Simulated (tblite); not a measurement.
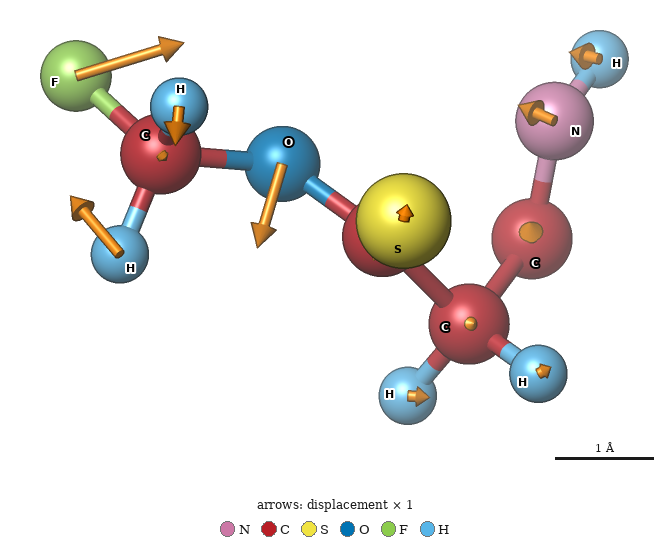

A relaxation of C4H5FNOS (multiplicity 2). The starting structure is drawn; orange arrows show the displacements, at their true length. The two geometries are superimposed by the best rigid fit.

The picture is a ball-and-stick view, seen at a tilt.

Level of theory: GFN2-xTB geometry optimisation, gas phase (tblite). 

Question: Describe the change and its energy.

Answer: The F atom moves most after the best rigid fit: 1.18 Å. By element the largest moves are F 1.18 Å, O 0.92 Å, H 0.90 Å, N 0.49 Å, C 0.33 Å, S 0.18 Å. Near-neighbour distances that change, for instance: C–N 1.281 → 1.218 Å, H–N 1.043 → 1.009 Å, C–H 1.126 → 1.093 Å, C–C 1.488 → 1.457 Å. Bond angles that change, for instance: N–C–C 116.4° → 138.3°, C–C–O 123.7° → 111.7°, S–C–O 116.0° → 125.4°. Groups turn about C–O by about 90°, C–O by about 60°, C–C by about 30°. The energy falls by 1.073 eV in 99 geometry steps.
